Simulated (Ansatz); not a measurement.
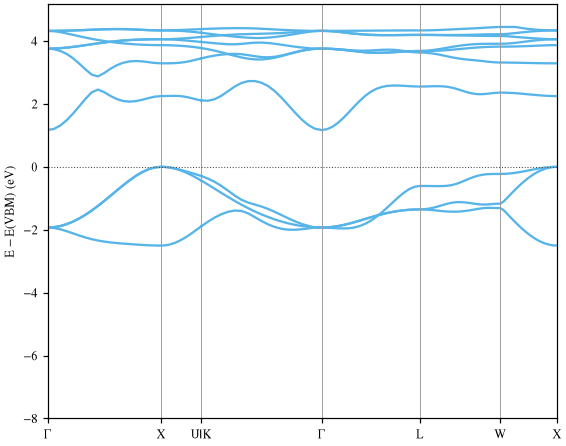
Figure. Band structure from plane-wave PAW PBE (Ansatz code)

Read off the gap and where the band edges lie.

About 1.2 eV (1.17 eV by a search for the band edges); maximum at X, minimum at Γ.

The material is LaN (zinc blende, space group No. 216).

Space group F-43m (zinc blende). The start of the workflow was typed in or built on a structure type; neither database checked (COD, Materials Project) lists it. COD files the formula under space group No. 225, so this cell is another polymorph or a model. Its standing as an ambient phase is unchecked. The cell was relaxed with PBE under the symmetry of its start; whether a distortion lowers the energy is not shown. Scalar-relativistic: spin–orbit coupling is off unless named, which matters more the heavier the elements.

Potentials: the earlier of the program's two PAW sets.
